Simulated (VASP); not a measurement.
Band structure of Ga3InP4 (ordered alloy cell). Calculation: PBEsol GGA, VASP's PBE PAW potentials (set 64) (plane waves; VASP).

Unless said otherwise, spin-orbit coupling is left out, though it shifts the bands of the heavy elements here.

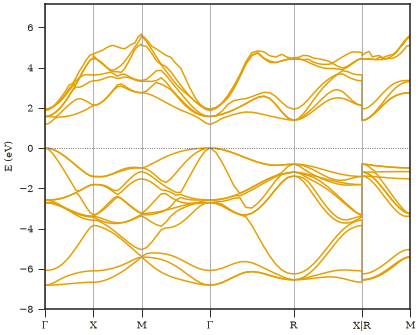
*Bands along high-symmetry lines, zero at the valence-band maximum or, without a gap, the Fermi level*

### Question
Read the plot: is there a gap, and where are the band edges?

### Answer
The gap is direct, 1.17 eV, from the valence maximum at Γ to the conduction minimum at Γ. (Edges off the drawn lines would not show.)

The structure was generated: Ga3InP4 was put into an ordered model structure (P-43m), which need not be its known phase. It was relaxed first.
